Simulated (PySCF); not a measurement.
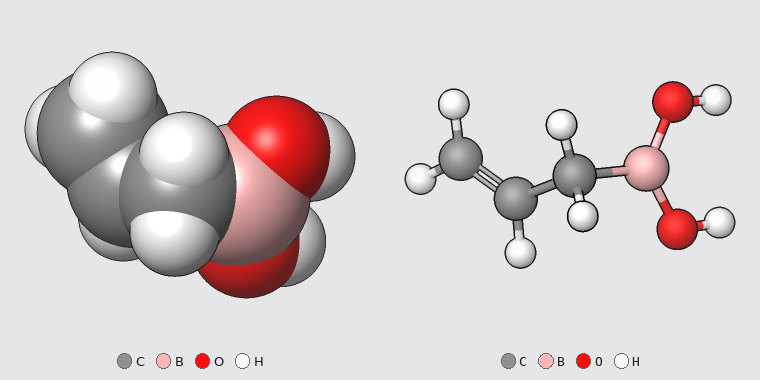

Both panels show the same species.

Question: What is the molecular formula?

Answer: C₃H₇BO₂, 13 atoms: 3 carbon, 7 hydrogen, 1 boron and 2 oxygen.

Question: Name functional groups in it.

Answer: Among them: alkene.

Question: Count the bonded pairs by element.

Answer: 5 C–H, 2 C–C, 2 B–O, 2 O–H, 1 C–B.

Question: Does it have rings?

Answer: It has no ring.

Question: What is its SMILES?

Answer: C=CCB(O)O

The parts below concern this one geometry. Atoms keep their numbers from picture to picture. The geometry was computed by an optimisation with PBE0-D3(BJ)/def2-SVP. No frequency run is at hand to confirm it as a minimum.

Geometry

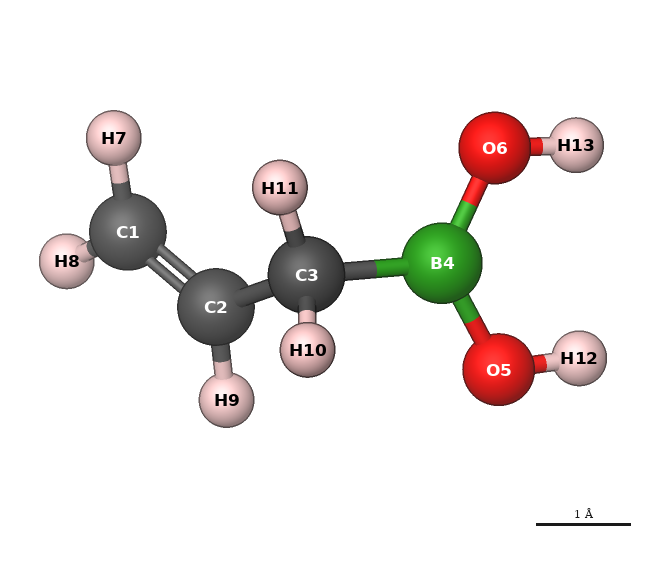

The atoms are numbered. No frequency run is at hand to confirm it as a minimum.

Estimate the angles C1–C2–C3, C1–C2–H9, C2–C1–H7, C2–C1–H8, C2–C3–H10, C2–C3–H11, C3–C2–H9, C3–B4–O5, C3–B4–O6, B4–C3–H11, B4–O6–H13, O5–B4–O6.

```csv
angle,degrees
C1–C2–C3,125.7
C1–C2–H9,118.6
C2–C1–H7,121.5
C2–C1–H8,121.4
C2–C3–H10,109.6
C2–C3–H11,110.8
C3–C2–H9,115.7
C3–B4–O5,117.8
C3–B4–O6,118.4
B4–C3–H11,110.2
B4–O6–H13,115.4
O5–B4–O6,123.8
```

Electronic properties

No frequency run is at hand to confirm it as a minimum. Method: B97-2/pcJ-1, gas phase (PySCF 2.14.0).

Question: Estimate the LUMO energy (Kohn–Sham orbital).

Answer: 0.47 eV.

Question: What is the HOMO energy (Kohn–Sham orbital)?

Answer: −6.69 eV.

Question: Estimate the dipole moment.

Answer: 2.99 D.

Spin–spin coupling

No frequency run is at hand to confirm it as a minimum. Properties computed with BHandHLYP/pcJ-1 indirect spin-spin coupling, non-relativistic, gas phase (PySCF 2.14.0). Isotopes: 11B, 13C, 1H, 17O.

Give the spin–spin coupling constants of these pairs, with the number of bonds between them: C3/B4, B4/O6, B4/O5, C2/B4, B4/H10, B4/H13, B4/H11.

```
   pair  bonds apart  J (Hz)
 C3, B4            1    80.3
 B4, O6            1    −8.0
 B4, O5            1    −8.2
 C2, B4            2    −7.8
B4, H10            2   −13.3
B4, H13            2    −6.3
B4, H11            2    −9.5
```

Quadrupole coupling

No frequency run is at hand to confirm it as a minimum. Electric field gradients from the ground-state density, KT2/pcJ-1 (PySCF 2.14.0), non-relativistic apart from any core potentials.

Give the largest field-gradient component, the quadrupole coupling constant and the asymmetry for 11B at B4 (Q = 40.59 mb), 17O at O5 (Q = −25.6 mb), 17O at O6 (Q = −25.6 mb), 2H at H7 (Q = 2.86 mb), 2H at H8 (Q = 2.86 mb), 2H at H9 (Q = 2.86 mb), 2H at H10 (Q = 2.86 mb).

```csv
atom,V_zz (a.u.),e²qQ/h (MHz),η
B4,0.289,2.75,0.60
O5,1.501,−9.03,0.20
O6,1.492,−8.97,0.18
H7,0.295,0.198,0.07
H8,0.299,0.201,0.07
H9,0.286,0.192,0.06
H10,0.279,0.188,0.04
```
